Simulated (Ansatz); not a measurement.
# GaCN+ (doublet): the correlation ladder, cc-pVTZ

Aim: climb from Hartree-Fock through coupled cluster for GaCN+ (doublet) at one geometry and basis, and see what each rung misses.

Program: Ansatz 0.2.0, Gaussian basis. Level of theory: cc-pVTZ, core rule «outside noble gas», up to 16 orbitals frozen. These are calculated values, not measurements.

Plan: UHF; CCSD(T) on ROHF; CCSD(T) on UHF; BCCD(T) on ROHF; CCSDT(Q) on ROHF; CCSDT(Q) on UHF.

5 further runs of the same task are left out: 2 for a known fault of the program, 3 set aside as unsound or not needed. Runs told in other sessions of the task aren't counted.

**1. The system**

The geometry is a PBE0/def2-TZVP stationary point (not a proven minimum) of the parent state, kept for this charge and spin. No spin-orbit coupling is included. The filled d shell of Ga may be among the frozen orbitals whatever the setting's name suggests.

3 atoms, charge 1, spin multiplicity 2.

Atoms are counted from 1 here; the program's logs count them from 0.

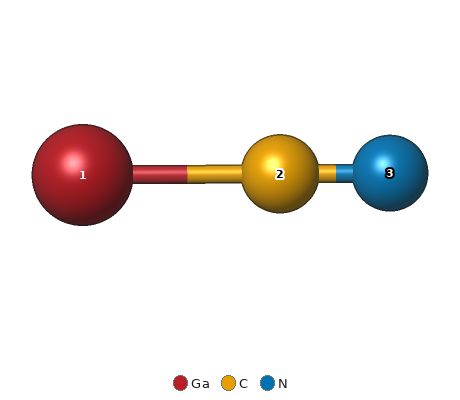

The geometry (gallium red, carbon amber, nitrogen blue); atoms are numbered from 1 in the order of the file.

As a file:

```xyz
3
CGaN
Ga    0.0000    0.0000    1.7717
C     0.0000    0.0000   -0.3072
N     0.0000    0.0000   -1.4646
```

In the tables R marks a restricted open-shell determinant and U an unrestricted one; energies count from the table's Hartree-Fock row.

**2. UHF**

in.yaml

```yaml
crystal:
  periodic: [false, false, false]
  atoms:
    - {symbol: Ga, position_ang: [0.000000, 0.000000, 1.771733]}
    - {symbol: C, position_ang: [0.000000, 0.000000, -0.307167]}
    - {symbol: N, position_ang: [0.000000, 0.000000, -1.464567]}
basis:
  gaussian: {orbitals: cc-pVTZ}
total_charge: 1
magnetization: {spin_polarized: true, initial_magnetization: 1}
hamiltonian: {xc: hf}
output: {orbitals: {seedname: orbitals}}
```

Run with:

```console
$ ansatz run in.yaml --threads 1 --pin off --events-out ev --progress --plain --max-ram 4096MiB --backend cpu
```

Output:

```text
Functional definition: HF
  name "HF"
  cite "Fock, Z. Phys. 61, 126 (1930) doi:10.1007/BF01340294"
  parent pbe
  exchange = exact_x
  correlation = 0
901 factors; their error is unknown
mean field evaluation 1: about -54829.8538 eV, gradient 4.0e1 eV
mean field evaluation 2: about -54826.6107 eV, gradient 4.6e1 eV
mean field evaluation 4: about -54838.0235 eV, gradient 2.9e0 eV
mean field evaluation 8: about -54838.2188 eV, gradient 4.2e-1 eV
mean field evaluation 16: about -54838.3005 eV, gradient 3.0e-2 eV
mean field evaluation 32: about -54838.9545 eV, gradient 1.8e0 eV
mean field evaluation 64: about -54836.9163 eV, gradient 1.2e1 eV
mean field evaluation 96: about -54834.3957 eV, gradient 5.7e0 eV
mean field evaluation 128: about -54839.1450 eV, gradient 2.9e-5 eV
mean field -54839.14500576 eV, -2015.3014076543 hartree, gradient 3.1e-5 eV, S^2 1.007575; 1 other end points of the search recorded, 0 dependent functions left out
reference -54839.14500576 eV, -2015.3014076543 hartree; 22, 21 occupied and 81, 82 virtual orbitals, 901 factors
Total energy: -54839.14500576 eV, -2015.3014076543 hartree
```

Wall time 7 s (1 thread of AMD EPYC 7R13, shared host); peak memory 0.32 GiB.

From the report: ⟨S²⟩ of the determinant 1.008 (pure doublet: 0.75).

**3. CCSD(T) on ROHF**

in.yaml, as its differences from that of step 2:

```diff
@@ -9,4 +9,3 @@
 total_charge: 1
-magnetization: {spin_polarized: true, initial_magnetization: 1}
-hamiltonian: {xc: hf}
-output: {orbitals: {seedname: orbitals}}
+magnetization: {spin_polarized: false, initial_magnetization: 1}
+correlation: {method: ccsd_t, electrons: outside_noble_gas}
```

Run with:

```console
$ ansatz run in.yaml --threads 2 --pin off --events-out ev --progress --plain --max-ram 24576MiB --backend cuda --devices 0, --max-vram 18GiB
```

Output (excerpt; [...] marks lines left out):

```text
Functional definition: HF
  name "HF"
  cite "Fock, Z. Phys. 61, 126 (1930) doi:10.1007/BF01340294"
  parent pbe
[...]
651 factors; integrals over basis functions are off by at most 1.3e-3 eV
[...]
mean field -54838.95538228 eV, -2015.2944391197 hartree, gradient 1.3e-6 eV, S^2 0.750000; 4 other end points of the search recorded, 0 dependent functions left out
[...]
determinant -54838.95538228 eV, -2015.2944391197 hartree, with singles and doubles -54849.00894804 eV, -2015.6639008468 hartree
determinant -54837.67054769 eV, -2015.2472223196 hartree, with singles and doubles -54846.98742960 eV, -2015.5896114144 hartree
determinant -54835.50916394 eV, -2015.1677929315 hartree, with singles and doubles -54846.39012365 eV, -2015.5676608255 hartree
16 core orbitals not correlated: weight in the atoms' cores, before any rotation towards them, 0.998 or more for the frozen orbitals, at most 0.001 for the correlated occupied ones
reference -54838.95538228 eV, -2015.2944391197 hartree; 6, 5 occupied and 81, 82 virtual orbitals, 651 factors
second order -9.81845857 eV of doubles, -0.03041284 eV of singles
cycle   1  -9.93772751 eV  change   -6.7e-1 eV  update   2.2e-2
[...]
cycle  10  -9.97293353 eV  change   -3.6e-6 eV  update   1.1e-5
perturbative correction -0.60946717 eV, -0.0223975055 hartree
Total energy: -54849.53778298 eV, -2015.6833351725 hartree
```

Wall time 16 s (1 × H100 (card shared with other runs) with 2 threads of AMD EPYC 7R13, shared host); peak host memory 0.8 GiB.

From the report: correlation -10.5824 eV; T1 0.038; largest double amplitude 0.06.

**4. CCSD(T) on UHF**

in.yaml, as its differences from that of step 3:

```diff
@@ -9,3 +9,3 @@
 total_charge: 1
-magnetization: {spin_polarized: false, initial_magnetization: 1}
+magnetization: {spin_polarized: true, initial_magnetization: 1}
 correlation: {method: ccsd_t, electrons: outside_noble_gas}
```

Same command.

Output (excerpt; [...] marks lines left out):

```text
Functional definition: HF
  name "HF"
  cite "Fock, Z. Phys. 61, 126 (1930) doi:10.1007/BF01340294"
  parent pbe
[...]
651 factors; integrals over basis functions are off by at most 1.3e-3 eV
[...]
mean field -54839.14565445 eV, -2015.3014314931 hartree, gradient 6.8e-6 eV, S^2 1.007575; 14 other end points of the search recorded, 0 dependent functions left out
determinant -54839.14565445 eV, -2015.3014314931 hartree, with singles and doubles -54848.99226567 eV, -2015.6632877810 hartree
determinant -54837.75287358 eV, -2015.2502477401 hartree, with singles and doubles -54846.98732278 eV, -2015.5896074888 hartree
determinant -54834.86810001 eV, -2015.1442342669 hartree, with singles and doubles -54843.73518694 eV, -2015.4700937012 hartree
determinant -54834.44528692 eV, -2015.1286961725 hartree, with singles and doubles -54843.50726210 eV, -2015.4617176179 hartree
16 core orbitals not correlated: weight in the atoms' cores, before any rotation towards them, 0.997 or more for the frozen orbitals, at most 0.002 for the correlated occupied ones
reference -54839.14565445 eV, -2015.3014314931 hartree; 6, 5 occupied and 81, 82 virtual orbitals, 651 factors
second order -9.12802653 eV of doubles, -0.00000000 eV of singles
cycle   1  -9.74637401 eV  change   -6.9e-1 eV  update   2.6e-2
[...]
cycle  13  -9.79760598 eV  change    5.9e-6 eV  update   3.0e-6
perturbative correction -0.58063931 eV, -0.0213381011 hartree
Total energy: -54849.52389974 eV, -2015.6828249730 hartree
```

It took 19 s on 1 × H100 (card shared with other runs) with 2 threads of AMD EPYC 7R13, shared host; peak host memory 0.8 GiB.

From the report: ⟨S²⟩ of the determinant 1.008 (pure doublet: 0.75); correlation -10.3782 eV; T1 0.059; largest double amplitude 0.07.

**5. BCCD(T) on ROHF**

in.yaml, as its differences from that of step 4:

```diff
@@ -9,3 +9,3 @@
 total_charge: 1
-magnetization: {spin_polarized: true, initial_magnetization: 1}
-correlation: {method: ccsd_t, electrons: outside_noble_gas}
+magnetization: {spin_polarized: false, initial_magnetization: 1}
+correlation: {method: bccd_t, electrons: outside_noble_gas}
```

Same command.

Output (excerpt; [...] marks lines left out):

```text
Functional definition: HF
  name "HF"
  cite "Fock, Z. Phys. 61, 126 (1930) doi:10.1007/BF01340294"
  parent pbe
[...]
651 factors; integrals over basis functions are off by at most 1.3e-3 eV
[...]
mean field -54838.95538228 eV, -2015.2944391197 hartree, gradient 1.3e-6 eV, S^2 0.750000; 4 other end points of the search recorded, 0 dependent functions left out
[...]
determinant -54838.95538228 eV, -2015.2944391197 hartree, with singles and doubles -54849.00894804 eV, -2015.6639008468 hartree
determinant -54837.67054769 eV, -2015.2472223196 hartree, with singles and doubles -54846.98742960 eV, -2015.5896114144 hartree
determinant -54835.50916394 eV, -2015.1677929315 hartree, with singles and doubles -54846.39012365 eV, -2015.5676608255 hartree
16 core orbitals not correlated: weight in the atoms' cores, before any rotation towards them, 0.998 or more for the frozen orbitals, at most 0.001 for the correlated occupied ones
reference -54838.95538228 eV, -2015.2944391197 hartree; 6, 5 occupied and 81, 82 virtual orbitals, 651 factors
second order -9.81845857 eV of doubles, -0.03041284 eV of singles
cycle   1  -9.89937513 eV  change   -6.3e-1 eV  update   2.6e-2
[...]
cycle  13  -9.94059253 eV  change    7.9e-6 eV  update   9.7e-6
perturbative correction -0.64604843 eV, -0.0237418421 hartree
Total energy: -54849.54202325 eV, -2015.6834909995 hartree
```

Wall time 13 s (1 × H100 (card shared with other runs) with 2 threads of AMD EPYC 7R13, shared host); peak host memory 0.8 GiB.

From the report: correlation -10.5866 eV; largest double amplitude 0.06.

**6. CCSDT(Q) on ROHF**

in.yaml, as its differences from that of step 5:

```diff
@@ -10,2 +10,2 @@
 magnetization: {spin_polarized: false, initial_magnetization: 1}
-correlation: {method: bccd_t, electrons: outside_noble_gas}
+correlation: {method: ccsdt_q, electrons: outside_noble_gas}
```

Launched as before.

Output (excerpt; [...] marks lines left out):

```text
Functional definition: HF
  name "HF"
  cite "Fock, Z. Phys. 61, 126 (1930) doi:10.1007/BF01340294"
  parent pbe
[...]
1228 factors; integrals over basis functions are off by at most 2.1e-7 eV
[...]
mean field -54838.95541918 eV, -2015.2944404757 hartree, gradient 1.4e-6 eV, S^2 0.750000; 3 other end points of the search recorded, 0 dependent functions left out
[...]
determinant -54838.95541918 eV, -2015.2944404757 hartree, with singles and doubles -54849.00805594 eV, -2015.6638680627 hartree
determinant -54837.67058771 eV, -2015.2472237902 hartree, with singles and doubles -54846.98736717 eV, -2015.5896091201 hartree
16 core orbitals not correlated: weight in the atoms' cores, before any rotation towards them, 0.998 or more for the frozen orbitals, at most 0.001 for the correlated occupied ones
reference -54838.95541918 eV, -2015.2944404757 hartree; 6, 5 occupied and 81, 82 virtual orbitals, 1228 factors
second order -9.81848258 eV of doubles, -0.03041290 eV of singles
cycle   1  -9.41201164 eV  change    4.4e-1 eV  update   1.2e-1
[...]
cycle  24  -10.58441457 eV  change   -7.6e-7 eV  update   4.4e-7
perturbative correction -0.06261556 eV, -0.0023010794 hartree
Total energy: -54849.60244931 eV, -2015.6857116162 hartree
```

Wall time 32 s (1 × H100 (card shared with other runs) with 2 threads of AMD EPYC 7R13, shared host); peak host memory 1.2 GiB.

From the report: correlation -10.6470 eV; T1 0.046; largest double amplitude 0.07.

**7. CCSDT(Q) on UHF**

in.yaml, as its differences from that of step 6:

```diff
@@ -9,3 +9,3 @@
 total_charge: 1
-magnetization: {spin_polarized: false, initial_magnetization: 1}
+magnetization: {spin_polarized: true, initial_magnetization: 1}
 correlation: {method: ccsdt_q, electrons: outside_noble_gas}
```

Launched as before.

Output (excerpt; [...] marks lines left out):

```text
Functional definition: HF
  name "HF"
  cite "Fock, Z. Phys. 61, 126 (1930) doi:10.1007/BF01340294"
  parent pbe
[...]
1228 factors; integrals over basis functions are off by at most 2.1e-7 eV
[...]
mean field -54839.14569248 eV, -2015.3014328907 hartree, gradient 5.9e-6 eV, S^2 1.007577; 14 other end points of the search recorded, 0 dependent functions left out
determinant -54839.14569248 eV, -2015.3014328907 hartree, with singles and doubles -54848.99232361 eV, -2015.6632899102 hartree
determinant -54837.75291365 eV, -2015.2502492128 hartree, with singles and doubles -54846.98739278 eV, -2015.5896100612 hartree
determinant -54834.86813905 eV, -2015.1442357016 hartree, with singles and doubles -54843.73524160 eV, -2015.4700957100 hartree
determinant -54834.44532778 eV, -2015.1286976739 hartree, with singles and doubles -54843.50731895 eV, -2015.4617197070 hartree
16 core orbitals not correlated: weight in the atoms' cores, before any rotation towards them, 0.997 or more for the frozen orbitals, at most 0.002 for the correlated occupied ones
reference -54839.14569248 eV, -2015.3014328907 hartree; 6, 5 occupied and 81, 82 virtual orbitals, 1228 factors
second order -9.12804458 eV of doubles, -0.00000000 eV of singles
cycle   1  -9.00747588 eV  change    1.2e-1 eV  update   1.3e-1
[...]
cycle  25  -10.40396769 eV  change    1.0e-6 eV  update   5.9e-7
perturbative correction -0.06697801 eV, -0.0024613963 hartree
Total energy: -54849.61663818 eV, -2015.6862330477 hartree
```

It took 35 s on 1 × H100 (card shared with other runs) with 2 threads of AMD EPYC 7R13, shared host; peak host memory 1.1 GiB.

From the report: ⟨S²⟩ of the determinant 1.008 (pure doublet: 0.75); correlation -10.4709 eV; T1 0.065; largest double amplitude 0.07.

**8. All levels against the top one**

No level here is safe as a reference; RCCSDT(Q) serves as a yardstick only. Rows without a time are mean-field rows or come out of runs for another level: lower rungs of the coupled-cluster runs, or the Hartree-Fock search.

Differences are taken before rounding.

```tsv
method	energy from the lowest ROHF (kcal/mol)	from RCCSDT(Q) (kcal/mol)	time
ROHF	0.00	+245.53	
UHF	-4.39	+241.14	
RMP2	-227.12	+18.41	
UMP2	-214.89	+30.64	
RCCSD	-229.98	+15.55	
UCCSD	-230.33	+15.20	
RCCSD(T)	-244.04	+1.49	16 s
UCCSD(T)	-243.72	+1.81	19 s
BCCD(T)	-244.13	+1.39	13 s
RCCSDT	-244.08	+1.44	
UCCSDT	-244.31	+1.22	
RCCSDT(Q)	-245.53	0	32 s
UCCSDT(Q)	-245.85	-0.33	35 s
```

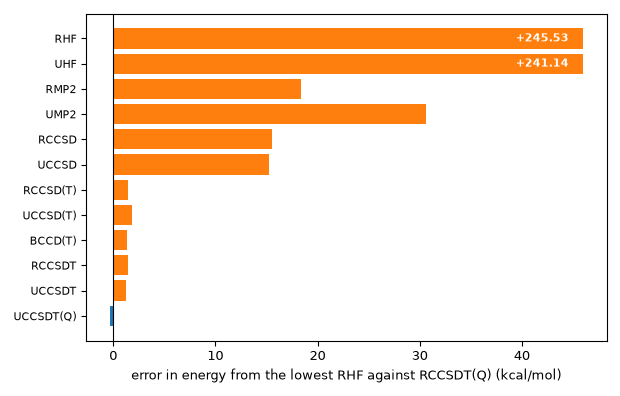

Error of each method against RCCSDT(Q). Bars with a number in them are cut short.

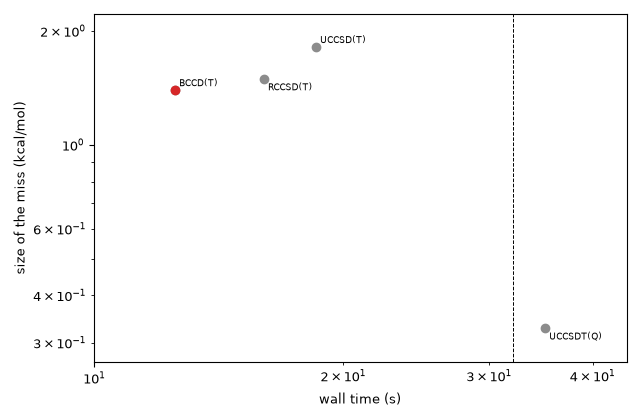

Accuracy for the time spent; red marks the levels that beat every quicker one drawn (of those quicker than the yardstick), and the dashed line is the time of RCCSDT(Q). Times are from a shared host.

**9. What came out**

```
                     quantity            value
RCCSDT(Q) from the ROHF energy      -10.6471 eV
          RMP2 from RCCSDT(Q)  +18.41 kcal/mol
          UMP2 from RCCSDT(Q)  +30.64 kcal/mol
         RCCSD from RCCSDT(Q)  +15.55 kcal/mol
      RCCSD(T) from RCCSDT(Q)   +1.49 kcal/mol
      UCCSD(T) from RCCSDT(Q)   +1.81 kcal/mol
     UCCSDT(Q) from RCCSDT(Q)   -0.33 kcal/mol
                T1 diagnostic            0.038
```

What this shows: RCCSD(T) lands +1.49 kcal/mol from the yardstick (0.6 % of the correlation energy). Warnings: spin contamination.
